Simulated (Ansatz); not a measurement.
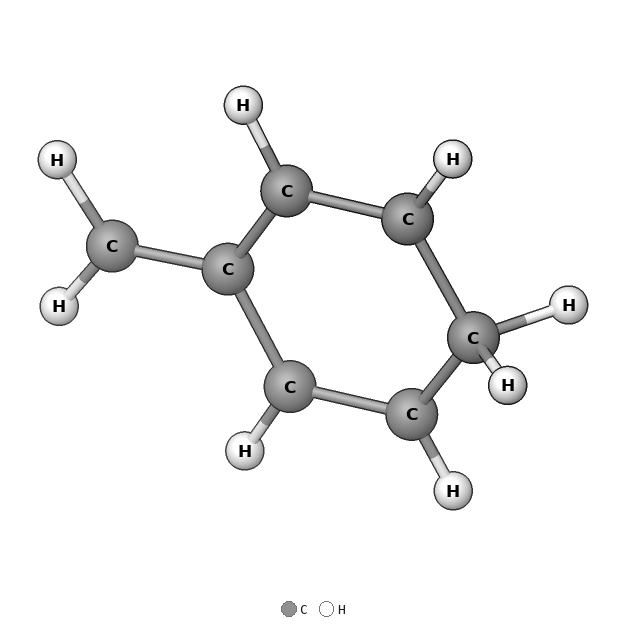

Starting geometry of the run.

The calculation was set up as follows.

```yaml
crystal:
  periodic: [false, false, false]
  atoms:
    - {symbol: C, position_ang: [-0.990957, -0.599554, 2.077116]}
    - {symbol: C, position_ang: [-0.408465, -0.242414, 0.950087]}
    - {symbol: C, position_ang: [0.888242, -0.676413, 0.637295]}
    - {symbol: C, position_ang: [1.474829, -0.328380, -0.581072]}
    - {symbol: C, position_ang: [0.692477, 0.457563, -1.606478]}
    - {symbol: C, position_ang: [-0.628792, 0.924327, -1.237364]}
    - {symbol: C, position_ang: [-1.199376, 0.516443, -0.044814]}
    - {symbol: H, position_ang: [-2.019160, -0.345731, 2.352429]}
    - {symbol: H, position_ang: [-0.442070, -1.257567, 2.847989]}
    - {symbol: H, position_ang: [1.487649, -1.244293, 1.335573]}
    - {symbol: H, position_ang: [2.470727, -0.663198, -0.822478]}
    - {symbol: H, position_ang: [0.796755, -0.090071, -2.570664]}
    - {symbol: H, position_ang: [1.348346, 1.359326, -1.859367]}
    - {symbol: H, position_ang: [-1.148796, 1.451068, -1.876877]}
    - {symbol: H, position_ang: [-2.218288, 0.819105, 0.150735]}
basis:
  gaussian: {orbitals: cc-pVTZ}
hamiltonian: {xc: {name: BHLYP}, dispersion: d3bj}
output: {forces: true}
```

It was started with:

```sh
ansatz run in.yaml --threads 2 --pin off --events-out ev --progress --plain --max-ram 32768MiB --backend cuda --devices 0, --max-vram 18GiB
```

What the program printed:

```
Functional definition: BHLYP
  name "BHLYP"
  cite "Becke, J. Chem. Phys. 98, 1372 (1993) doi:10.1063/1.464304"
  cite "Becke, Phys. Rev. A 38, 3098 (1988) doi:10.1103/PhysRevA.38.3098"
  cite "Lee, Yang & Parr, Phys. Rev. B 37, 785 (1988) doi:10.1103/PhysRevB.37.785"
  parameter a = 0.5
  exchange = (1 - a)*b88_x + a*exact_x
  correlation = lyp_c
1824 factors; their error is unknown
mean field evaluation 1: about -7378.1116 eV, gradient 5.4e1 eV
mean field evaluation 2: about -7380.3019 eV, gradient 4.5e1 eV
mean field evaluation 4: about -7385.2486 eV, gradient 3.7e0 eV
mean field evaluation 8: about -7385.2822 eV, gradient 5.4e-2 eV
mean field evaluation 16: about -7385.2951 eV, gradient 2.1e-4 eV
mean field -7385.29510178 eV, -271.4045890576 hartree, gradient 1.7e-5 eV, S^2 0.000000; 0 other end points of the search recorded, 0 dependent functions left out
the calculation of the forces begins
reference -7385.29528997 eV, -271.4045959734 hartree; 25, 25 occupied and 297, 297 virtual orbitals, 1824 factors
Total energy: -7385.80549182 eV, -271.4233455457 hartree
Atom 0 at    -0.990957    -0.599554     2.077116 Å, force    -0.008257    -1.548312     2.862406 eV/Å
Atom 1 at    -0.408465    -0.242414     0.950087 Å, force    -2.505036     0.337858    -0.291173 eV/Å
Atom 2 at     0.888242    -0.676413     0.637295 Å, force     3.664753     0.810193    -3.905204 eV/Å
Atom 3 at     1.474829    -0.328380    -0.581072 Å, force    -2.435281    -0.736515     2.802654 eV/Å
Atom 4 at     0.692477     0.457563    -1.606478 Å, force     3.670868     0.749616    -1.057535 eV/Å
Atom 5 at    -0.628792     0.924327    -1.237364 Å, force     0.247423    -4.133578     5.827255 eV/Å
Atom 6 at    -1.199376     0.516443    -0.044814 Å, force     1.961109     1.198720    -2.573527 eV/Å
Atom 7 at    -2.019160    -0.345731     2.352429 Å, force     0.690265    -0.027740    -0.339821 eV/Å
Atom 8 at    -0.442070    -1.257567     2.847989 Å, force    -0.990304     1.354987    -1.509682 eV/Å
Atom 9 at     1.487649    -1.244293     1.335573 Å, force    -0.412833     0.120788     0.004968 eV/Å
Atom 10 at     2.470727    -0.663198    -0.822478 Å, force    -0.180877     0.124589    -0.018470 eV/Å
Atom 11 at     0.796755    -0.090071    -2.570664 Å, force    -0.773001     0.261032     0.566760 eV/Å
Atom 12 at     1.348346     1.359326    -1.859367 Å, force    -0.794788    -0.859484     0.326536 eV/Å
Atom 13 at    -1.148796     1.451068    -1.876877 Å, force    -2.450518     2.516585    -3.036995 eV/Å
Atom 14 at    -2.218288     0.819105     0.150735 Å, force     0.316477    -0.168739     0.341828 eV/Å
Dipole moment:     0.071624     0.037382    -0.200131 e Å
```

The run converged.
